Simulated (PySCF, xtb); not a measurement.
Breaking a bond: SMILES C=O (CH2O), singlet. The C1–O4 bond (C1 also carries H, H; O4 carries nothing else) is stretched with both fragments frozen at the PBE0/def2-TZVP optimised geometry.

```
4

C      0.0000     0.0000     0.0000
H     -0.0013    -0.9400    -0.5879
H      0.0000     0.9400    -0.5880
O      0.0000     0.0000     1.1954
```

Computed with: RKS-BHandHLYP = restricted BHandHLYP/cc-pVDZ (PySCF); RHF/cc-pVDZ (PySCF); GFN1-xTB (xtb); RMP2 = MP2 on RHF/cc-pVDZ, 2 core orbitals frozen (PySCF); UKS-wB97X-V = unrestricted wB97X-V/cc-pVDZ (PySCF).

Energies are in kJ/mol, each relative to the lowest point of its own curve near equilibrium.

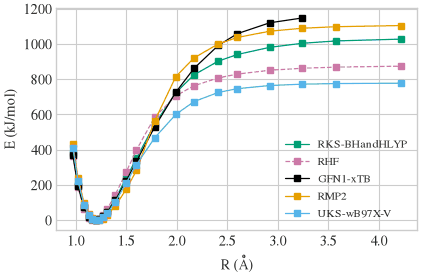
Figure: Energy against bond length for each method.

| R / Å | RKS-BHandHLYP | RHF | GFN1-xTB | RMP2 | UKS-wB97X-V |
|---|---|---|---|---|---|
| 0.97 | 379.6 | 365.8 | 369.5 | 433.1 | 411.5 |
| 1.02 | 200.9 | 188.3 | 195.8 | 241.8 | 224.9 |
| 1.08 | 73.5 | 63.8 | 72.2 | 100.3 | 88.7 |
| 1.13 | 19.7 | 13.5 | 19.9 | 35.5 | 28.3 |
| 1.16 | 4.6 | 0.9 | 5.0 | 13.8 | 9.4 |
| 1.20 | 0.0 | 0.0 | 0.0 | 0.5 | 0.0 |
| 1.23 | 5.9 | 9.0 | 5.2 | 0.0 | 2.6 |
| 1.27 | 23.7 | 31.3 | 21.5 | 9.1 | 16.1 |
| 1.31 | 50.3 | 62.6 | 46.2 | 27.0 | 38.8 |
| 1.39 | 121.2 | 143.7 | 112.7 | 80.4 | 102.9 |
| 1.50 | 239.2 | 275.8 | 225.1 | 176.5 | 213.4 |
| 1.60 | 352.1 | 399.1 | 335.0 | 282.4 | 314.9 |
| 1.78 | 544.2 | 584.5 | 528.7 | 563.4 | 467.5 |
| 1.99 | 724.1 | 706.1 | 726.4 | 814.8 | 600.3 |
| 2.17 | 824.9 | 762.9 | 861.6 | 921.1 | 672.9 |
| 2.41 | 902.5 | 807.5 | 991.6 | 1000.0 | 724.9 |
| 2.60 | 940.5 | 829.2 | 1058.7 | 1037.1 | 746.3 |
| 2.92 | 980.9 | 850.8 | 1120.3 | 1072.3 | 764.3 |
| 3.24 | 1003.9 | 862.1 | 1147.3 | 1089.2 | 771.8 |
| 3.58 | 1017.4 | 868.6 | — | 1098.0 | 775.4 |
| 4.22 | 1027.5 | 874.1 | — | 1104.6 | 777.6 |

At the longest distance, 4.22 Å, RMP2 lies highest above its minimum (1104.6 kJ/mol) and UKS-wB97X-V lowest (777.6 kJ/mol).

A dash means that the run gave no value there, or that the column was ended at a point which the program doubted or which failed a test of continuity chosen for this set; such a test can also cut sound points.

The restricted form behind RKS-BHandHLYP, RHF, RMP2 keeps the bonding electrons paired and can't separate into open-shell fragments. The T1 diagnostic of CCSD on the restricted reference of RMP2 exceeds 0.045 at 1.60 to 2.41 Å. The unrestricted determinant behind UKS-wB97X-V is spin-contaminated at 1.60 to 4.22 Å (<S²> up to 2.0, against 0.00 for a pure singlet).
